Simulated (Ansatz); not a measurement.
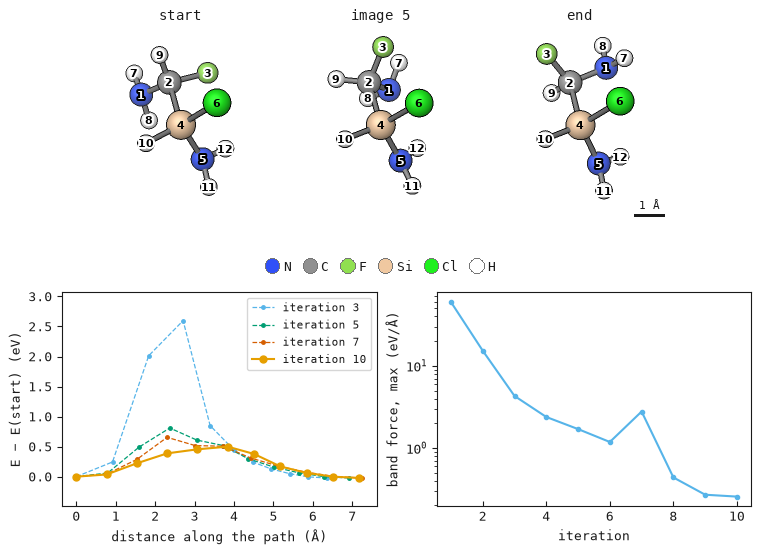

A search for the minimum-energy path of CH6ClFN2Si by the nudged elastic band. Images are numbered from 0 (start) to 10 (end). The plot follows the band through its iterations. Style: ball-and-stick. Shown from a free direction.

Theory: Ansatz 0.2.0, RKS PBE-D4/def2-SVP. Set-up: 9 movable images; climbing image; force threshold 0.05 eV/Å; iteration limit 10; starting path through a guess of the saddle point.

Judge this run.

Answer. The result isn't final. The band hadn't converged when the run stopped after 10 iterations. The largest component of the band force went from 60 to 0.26 eV/Å. The barrier read from it is provisional, though the highest image hardly moved in the last two iterations. The iteration limit was low. The first iteration put the highest image at 18.34 eV. The energy climbs by 0.50 eV to image 5 and then falls by 0.52 eV, so the end point sits at −0.02 eV.
